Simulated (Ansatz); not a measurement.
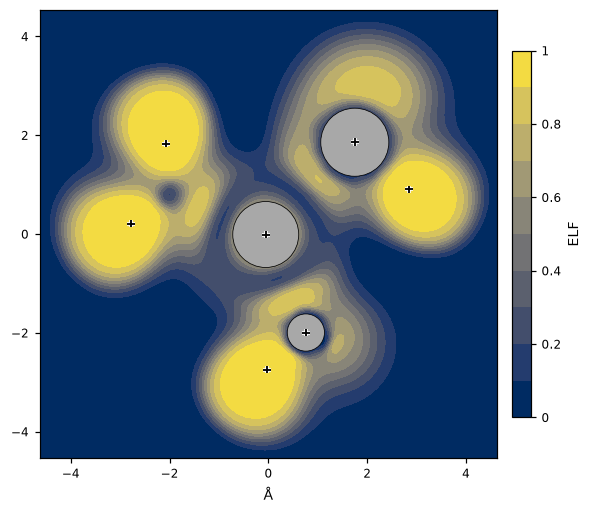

The electron localisation function on a plane through atoms (crosses mark nuclei in the plane; grey discs cover the cores).

Method: RKS PBE0-D4/def2-TZVPP (Ansatz 0.2.0).

Candidates:
A. C₃H₁₂GaN (SMILES C[NH2+][GaH-]([CH3])[CH3])
B. C₂H₉InOSe
C. F₂Ga₂H₄O₂ (SMILES [F][GaH-]1[OH+][GaH-]([F])[OH+]1)

Q: Which candidate gave the map?

A: Candidate B: C₂H₉InOSe on the plane of atoms C3, In2 and Se5, which holds In, C, Se and H. C–In (2.14 Å): the ELF peaks at about 0.90 in the valence shell of C, 0.7 Å from its nucleus, and drops to about 0.20 between the two atoms. In–Se (2.60 Å): the ELF peaks at about 0.80 in the valence shell of Se, 1.0 Å from its nucleus, and drops to about 0.15 between the two atoms.
